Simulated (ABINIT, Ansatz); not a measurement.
## Quasiparticle gap of SiC (F-43m) in ABINIT

How does a plane-wave GW calculation on SiC (F-43m) run from the first input to the gap?

Method: PBE and many-body steps on it, plane waves, in ABINIT 10.8.3.

**What was measured.**

- Gap 2.39 eV: band gap at cryogenic temperature; bulk crystal (literature value) (quoted in “Silicon carbide diodes for neutron detection”, 2020, arxiv:2009.14696).

- Gap 2.4 eV: Tauc optical (indirect) gap of annealed polycrystalline 3C-SiC; UV-VIS spectroscopic ellipsometry, Tauc analysis; film (CVD ultrathin polycrystalline film, annealed, about 5 nm grains) (“On-Demand CMOS-Compatible Fabrication of Ultrathin Self-Aligned SiC Nanowire Arrays”, 2018, pmc:6267454).

Most raw output is cut from this account.

## 1. Starting point

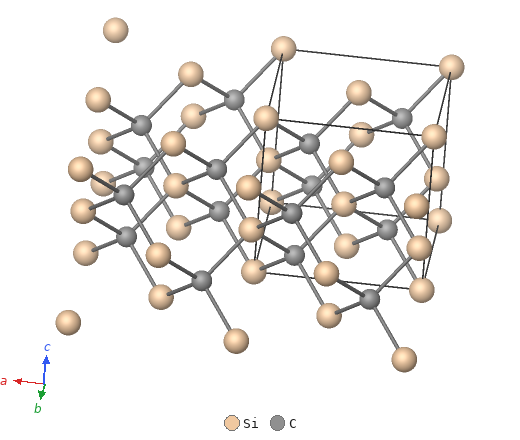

Start, viewed from a free direction; silicon light orange, carbon grey. 2×2×1 cells are drawn. This picture shows the conventional cell, with its axes. Bonds to atoms that aren't drawn are left out. Some periodic images of atoms are drawn too.

The cell and positions come from the Crystallography Open Database and are kept as given unless a step says otherwise.

## 2. Ground state

This step: ABINIT 10.8.3; DFT, PBE, plane waves, norm-conserving pseudopotentials.

The ground-state density comes first.

The input, run.abi:

```
acell 3*1.0 Angstrom
rprim 
  -0.000000000000 2.179000000000 2.179000000000
  2.179000000000 0.000000000000 2.179000000000
  2.179000000000 2.179000000000 -0.000000000000
ntypat 2
znucl 14 6
natom 2
typat 1 2
xred 
  0.000000000000 0.000000000000 0.000000000000
  0.250000000000 0.250000000000 0.250000000000
pp_dirpath "pseudos"
pseudos "Si.upf, C.upf"
ecut 37
ngkpt 8 8 8
nshiftk 1
shiftk 0 0 0
kptopt 1
chksymbreak 0
nband 9
occopt 1
tolvrs 1e-10
nstep 60
prtwf 0
optforces 0
optstress 0
indata_prefix "in"
outdata_prefix "out"
tmpdata_prefix "tmp"
```

Run with:

```sh
> OMP_NUM_THREADS=1 mpirun -n 8 abinit run.abi > log
```

Wall time 5.3 s (8 MPI ranks of Intel Xeon at 2.80GHz (Skylake/Cascade Lake), shared host); peak memory 0.42 GiB.

This step gave:

```yaml
total_energy: -279.4551 eV
gap: 1.361 eV
k_of_the_valence_top: 0, 0, 0
k_of_the_conduction_bottom: 0.5, 0.5, 0
least_direct_gap: 4.553 eV
```

The gap is indirect, with the least direct gap 3.19 eV higher.

## 3. Bands along the symmetry lines

The cheap functional maps the bands first; the places of the edges decide which points the dearer methods must see.

The input, run.abi:

```
acell 3*1.0 Angstrom
rprim 
  -0.000000000000 2.179000000000 2.179000000000
  2.179000000000 0.000000000000 2.179000000000
  2.179000000000 2.179000000000 -0.000000000000
ntypat 2
znucl 14 6
natom 2
typat 1 2
xred 
  0.000000000000 0.000000000000 0.000000000000
  0.250000000000 0.250000000000 0.250000000000
pp_dirpath "pseudos"
pseudos "Si.upf, C.upf"
ecut 37
iscf -2
irdden 1
kptopt 0
nkpt 50
kpt 
  0.00000000 0.00000000 0.00000000
  -0.06250000 -0.06250000 0.00000000
  -0.12500000 -0.12500000 0.00000000
  -0.18750000 -0.18750000 0.00000000
  -0.25000000 -0.25000000 0.00000000
  -0.31250000 -0.31250000 0.00000000
  -0.37500000 -0.37500000 0.00000000
  -0.43750000 -0.43750000 0.00000000
  -0.50000000 -0.50000000 0.00000000
  -0.48437500 -0.48437500 0.03125000
  -0.46875000 -0.46875000 0.06250000
  -0.45312500 -0.45312500 0.09375000
  -0.43750000 -0.43750000 0.12500000
  -0.42187500 -0.42187500 0.15625000
  -0.40625000 -0.40625000 0.18750000
  -0.39062500 -0.39062500 0.21875000
  -0.37500000 -0.37500000 0.25000000
  -0.37500000 0.00000000 0.37500000
  -0.32812500 0.00000000 0.32812500
  -0.28125000 0.00000000 0.28125000
  -0.23437500 0.00000000 0.23437500
  -0.18750000 0.00000000 0.18750000
  -0.14062500 0.00000000 0.14062500
  -0.09375000 0.00000000 0.09375000
  -0.04687500 0.00000000 0.04687500
  0.00000000 0.00000000 0.00000000
  0.00000000 0.00000000 0.06250000
  0.00000000 0.00000000 0.12500000
  0.00000000 0.00000000 0.18750000
  0.00000000 0.00000000 0.25000000
  0.00000000 0.00000000 0.31250000
  0.00000000 0.00000000 0.37500000
  0.00000000 0.00000000 0.43750000
  0.00000000 0.00000000 0.50000000
  -0.06250000 -0.03125000 0.46875000
  -0.12500000 -0.06250000 0.43750000
  -0.18750000 -0.09375000 0.40625000
  -0.25000000 -0.12500000 0.37500000
  -0.31250000 -0.15625000 0.34375000
  -0.37500000 -0.18750000 0.31250000
  -0.43750000 -0.21875000 0.28125000
  -0.50000000 -0.25000000 0.25000000
  -0.50000000 -0.28125000 0.21875000
  -0.50000000 -0.31250000 0.18750000
  -0.50000000 -0.34375000 0.15625000
  -0.50000000 -0.37500000 0.12500000
  -0.50000000 -0.40625000 0.09375000
  -0.50000000 -0.43750000 0.06250000
  -0.50000000 -0.46875000 0.03125000
  -0.50000000 -0.50000000 0.00000000
istwfk *1
nband 11
nbdbuf 2
tolwfr 1e-08
nstep 40
prtwf 0
prtvol 0
indata_prefix "in"
outdata_prefix "out"
tmpdata_prefix "tmp"
```

It took 5.5 s on 8 MPI ranks; peak memory 0.54 GiB; 42 s of CPU time.

This step gave:

* gap: 1.361 eV
* k of the valence top: 0, 0, 0
* k of the conduction bottom: -0.5, -0.5, 0
* least direct gap: 4.553 eV

The gap is 1.361 eV, as in the run before at this level.

The electronic bands at the labelled points (eV, zero at the top of the highest filled band; v1 is the highest filled band, c1 the lowest empty one):

| point | v4 | v3 | v2 | v1 | c1 | c2 | c3 | c4 |
| --- | --- | --- | --- | --- | --- | --- | --- | --- |
| Γ | -15.41 | 0.00 | 0.00 | 0.00 | 6.22 | 7.31 | 7.31 | 7.31 |
| X | -10.39 | -7.80 | -3.19 | -3.19 | 1.36 | 4.33 | 14.00 | 14.00 |
| U | -10.39 | -7.28 | -5.55 | -2.60 | 3.11 | 7.78 | 11.84 | 12.45 |
| jump to K | -10.39 | -7.28 | -5.55 | -2.60 | 3.11 | 7.78 | 11.84 | 12.45 |
| Γ | -15.41 | 0.00 | 0.00 | 0.00 | 6.22 | 7.31 | 7.31 | 7.31 |
| L | -11.84 | -8.54 | -1.05 | -1.05 | 5.43 | 7.23 | 7.23 | 10.05 |
| W | -10.16 | -7.03 | -4.99 | -4.69 | 5.21 | 9.44 | 9.45 | 9.79 |
| X | -10.39 | -7.80 | -3.19 | -3.19 | 1.36 | 4.33 | 14.00 | 14.00 |

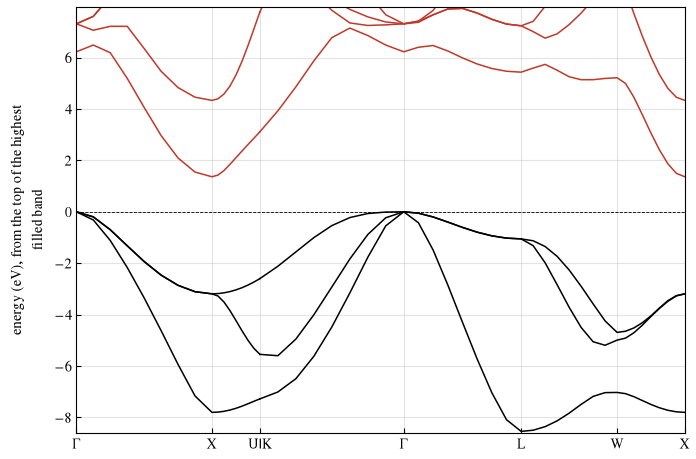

Electronic bands along the path; lines of filled and empty bands in two colours.

## 4. Empty states on the mesh, 8×8×8 mesh, 387 bands

The sums over transitions need many empty states on a uniform mesh; this step solves for them.

The input, run.abi:

```
acell 3*1.0 Angstrom
rprim 
  -0.000000000000 2.179000000000 2.179000000000
  2.179000000000 0.000000000000 2.179000000000
  2.179000000000 2.179000000000 -0.000000000000
ntypat 2
znucl 14 6
natom 2
typat 1 2
xred 
  0.000000000000 0.000000000000 0.000000000000
  0.250000000000 0.250000000000 0.250000000000
pp_dirpath "pseudos"
pseudos "Si.upf, C.upf"
ecut 37
ngkpt 8 8 8
nshiftk 1
shiftk 0 0 0
kptopt 1
chksymbreak 0
irdden 1
istwfk *1
nband 387
prtvol 0
optdriver 6
gwr_task "HDIAGO"
paral_kgb 0
occopt 1
indata_prefix "in"
outdata_prefix "out"
tmpdata_prefix "tmp"
```

Elapsed: 13 s, on 8 MPI ranks; peak memory 1.4 GiB; 1.8 min of CPU time.

This step gave:

```
gap                                                           : 1.361 eV
k of the valence top                                          : 0, 0, 0
k of the conduction bottom                                    : 0.5, 0.5, 0
least direct gap                                              : 4.553 eV
k points computed                                             : 29
lowest point of the top converged band, above the valence top : 377.4434 eV
```

On this mesh the gap is 1.361 eV.

## 5. Screening, 8×8×8 mesh, 379 bands, screening to 435.4 eV

The RPA dielectric matrix is built and inverted for each q.

This step: RPA screening on PBE, plane waves, norm-conserving pseudopotentials.

Changes to run.abi since step 4:

```diff
@@ -20,10 +20,11 @@
 chksymbreak 0
-irdden 1
 istwfk *1
-nband 387
-prtvol 0
-optdriver 6
-gwr_task "HDIAGO"
-paral_kgb 0
 occopt 1
+irdwfk 1
+optdriver 3
+nband 379
+ecuteps 16
+inclvkb 2
+awtr 1
+symchi 1
 indata_prefix "in"
```

Wall time 10 min (8 MPI ranks); peak memory 6.1 GiB; 83 min of CPU time.

This step gave:

* ε∞ with local fields, on this mesh, along the program's q direction: 6.670
* the same without local fields: 7.311
* plasma frequency: 23.09 eV
* plane waves in the screening matrix: 411

Local fields lower ε∞ by 9 %.

## 6. Self-energy, 8×8×8 mesh, 379 bands, screening to 435.4 eV

The self-energy is evaluated for the states that the input lists, and the levels follow from it, in one-shot runs by the linearised quasiparticle equation.

This step: G0W0 on PBE, plane waves, norm-conserving pseudopotentials.

Changes to run.abi since step 5:

```diff
@@ -23,8 +23,17 @@
 irdwfk 1
-optdriver 3
+optdriver 4
 nband 379
+gwcalctyp 0
+ecutsigx 37
+symsigma 1
+nkptgw 2
+kptgw 
+  0.0000000000 0.0000000000 0.0000000000
+  0.5000000000 0.5000000000 0.0000000000
+bdgw 
+  2 8
+  3 6
 ecuteps 16
-inclvkb 2
-awtr 1
-symchi 1
+irdscr 1
+ppmodel 1
 indata_prefix "in"
```

Elapsed: 2.6 min, on 8 MPI ranks; peak memory 6 GiB; 21 min of CPU time.

Numbers from this step:

```yaml
g0w0_gap_on_the_points_computed: 2.177 eV
starting_gap_on_the_mesh: 1.361 eV
k_of_the_valence_top: 0, 0, 0
k_of_the_conduction_bottom: 0.5, 0.5, 0
z_at_the_valence_top: 0.791
z_at_the_conduction_bottom: 0.82
least_direct_g0w0_gap_on_the_computed_points: 5.634 eV
```

The gap on the mesh goes from 1.36 eV to 2.18 eV, a correction of +0.82 eV.

Limits: finite bands, cutoff and mesh. v1 is the top filled band, c1 the lowest empty one. Levels before and after the correction, in eV, zero at the valence-band top of each column:

|  | conduction bottom | valence top |
| --- | --- | --- |
| Kohn-Sham | 1.36 | 0.00 |
| G0W0 | 2.18 | 0.00 |

|  | level | energy (eV) |
| --- | --- | --- |
| Kohn-Sham | Γ v3-v1 | 0.000 |
| Kohn-Sham | Γ c1 | 6.223 |
| Kohn-Sham | Γ c2-c4 | 7.311 |
| Kohn-Sham | (0.5 0.5 0) v2-v1 | -3.192 |
| Kohn-Sham | (0.5 0.5 0) c1 | 1.361 |
| Kohn-Sham | (0.5 0.5 0) c2 | 4.333 |
| G0W0 | Γ v3-v1 | 0.000 |
| G0W0 | Γ c1 | 7.147 |
| G0W0 | Γ c2-c4 | 8.283 |
| G0W0 | (0.5 0.5 0) v2-v1 | -3.457 |
| G0W0 | (0.5 0.5 0) c1 | 2.177 |
| G0W0 | (0.5 0.5 0) c2 | 5.316 |

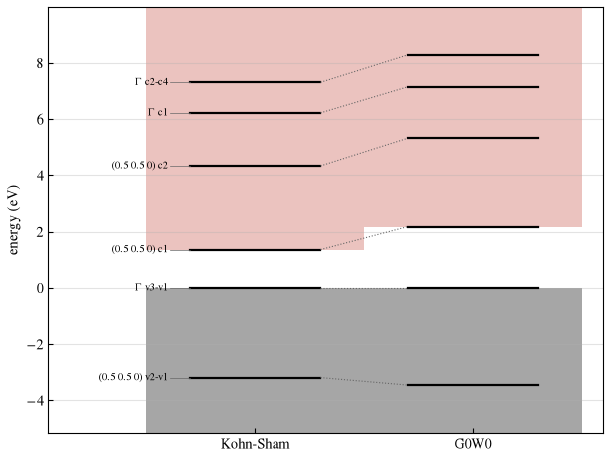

Levels before and after the correction. Shaded: valence and conduction bands.

## 7. Where the time went

Times are wall times on 8 MPI ranks of Intel Xeon at 2.80GHz (Skylake/Cascade Lake), shared host, good to a factor of about two.

| step | time | share | memory (GiB) |
| --- | --- | --- | --- |
| ground state | 5.3 s | 1 % | 0.42 |
| bands along the symmetry lines | 5.5 s | 1 % | 0.54 |
| empty states on the mesh | 13 s | 2 % | 1.4 |
| screening | 10 min | 78 % | 6.1 |
| self-energy | 2.6 min | 19 % | 6.0 |

## 8. Outcome

| Property | Result |
| --- | --- |
| PBE gap | 1.36 eV, indirect |
| G0W0 gap on the mesh | 2.18 eV |
| GW settings | 8×8×8 mesh, 379 bands, screening to 435.4 eV, Godby-Needs plasmon pole |
| known limits | not at the basis limit |

In words: G0W0 moves the gap on the mesh from 1.36 eV to 2.18 eV (+0.82 eV), with Z of 0.79 and 0.82 at the edges. Local fields lower the RPA ε∞ on this mesh from 7.31 to 6.67. Only 2 of the mesh's irreducible points were corrected, so a valley elsewhere could overtake. The dearest step here is «screening». Against experiment, by G0W0@PBE: the gap of 2.18 eV lies −0.21 eV from the measured 2.39 eV (kind not stated, quoted 2020); the gap of 2.18 eV lies −0.22 eV from the measured 2.4 eV (indirect, 2018). The calculation has static nuclei and no excitons; a measured gap holds zero-point and thermal motion, which mostly lowers it. Bands and cutoff are finite, so the gap is not at the basis limit. The miss can reach some tenths of an eV and take either sign; the mesh is an error of its own. In the G0W0 run levels were corrected at 2 k points alone, so a gap called «on the mesh» is the least over those, and an edge elsewhere would be missed.

[Paths, hosts, dates, memory and timing lines, banners, echoed tables and standing remarks are left out of the program output.]

[Logs are printed without paths, hosts, clocks, repeated set-up lines and the standing remarks that a program may print on its own settings, such as how far it seeks lower states.]

[Runs of the session that timed out or met a known fault of the program may be left out.]

[Hosts, paths, dates, database ids (printed as entryN), source tags and the programs' standing remarks are cut or masked in the printed files.]

[G0W0 gaps are taken among the corrected bands and points alone; a level outside them can change the order at an edge.]

[Where Ansatz stands beside ABINIT at settings called matched, ABINIT's density can come from a denser mesh and the files from another edition; pairs whose starting gaps differed by over 0.03 eV were left out, so agreement reads better than it is.]
